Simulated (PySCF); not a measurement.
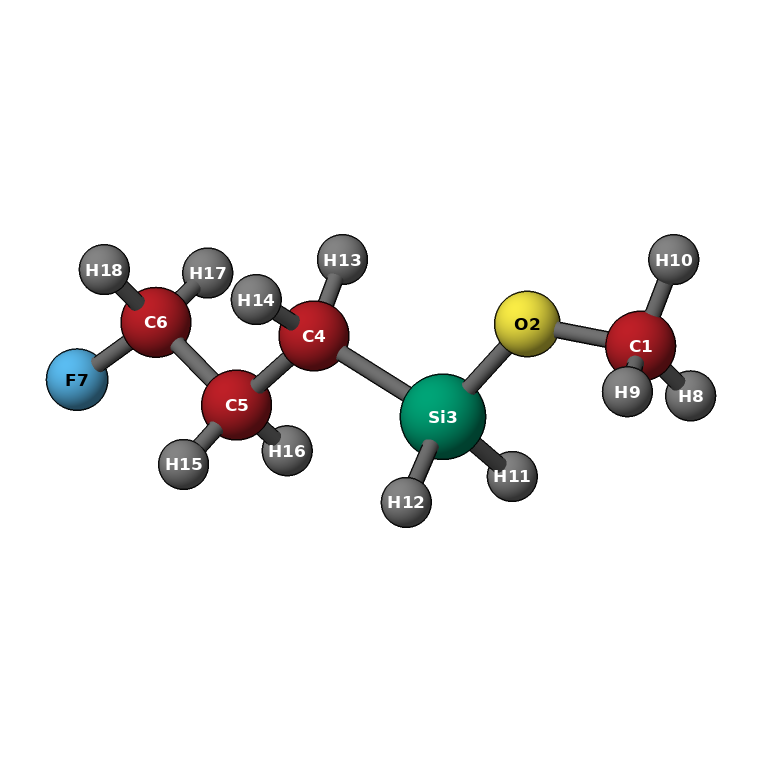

Geometry: a frame of a GFN2-xTB molecular-dynamics simulation, not a minimum. Method: GIAO PBE0/pcSseg-1 NMR shielding, non-relativistic, gas phase (PySCF 2.14.0). Principal shieldings σ11 ≤ σ22 ≤ σ33, span Ω = σ33 − σ11, skew κ = 3(σiso − σ22)/Ω.

Give the shielding tensors of the F atoms.

```csv
atom,σ11,σ22,σ33,σiso,Ω,κ
F7,384.2,386.5,450.1,406.9,65.9,0.93
```

Shieldings and span in ppm.
